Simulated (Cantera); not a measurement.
Feed: 1 mol TiO₂, 0.81 mol CH₄, a varied amount of H₂, equilibrated at 1600 K and 9.60 bar.

Equilibrium computed with Cantera from the NASA thermochemical tables; the gas is ideal and each condensed phase is pure. Candidate condensed phases: C, C₆H₆, C₇H₈, C₈H₁₈, H₂O, Ti, TiC, TiO, TiO₂, Ti₂O₃, Ti₃O₅, Ti₄O₇; 113 gas species. Mutual solubility and eutectic melting of coexisting phases are not modelled. TiC: taken at fixed stoichiometry. The numbers say what is thermodynamically allowed, not how fast it happens.

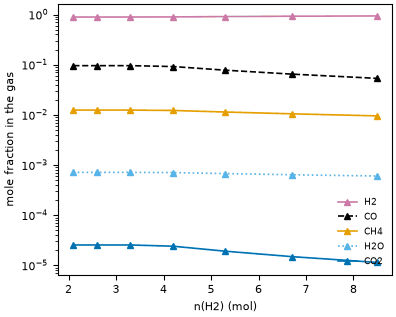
Fig. 1. Equilibrium gas composition (values under 1e-9 drawn at 1e-9)

Question: Read off the mole fractions at 8.5 mol H₂.

Answer: H₂ about 0.94, CO about 0.053, CH₄ about 0.0095, H₂O about 0.00060, CO₂ about 1.1e-5.
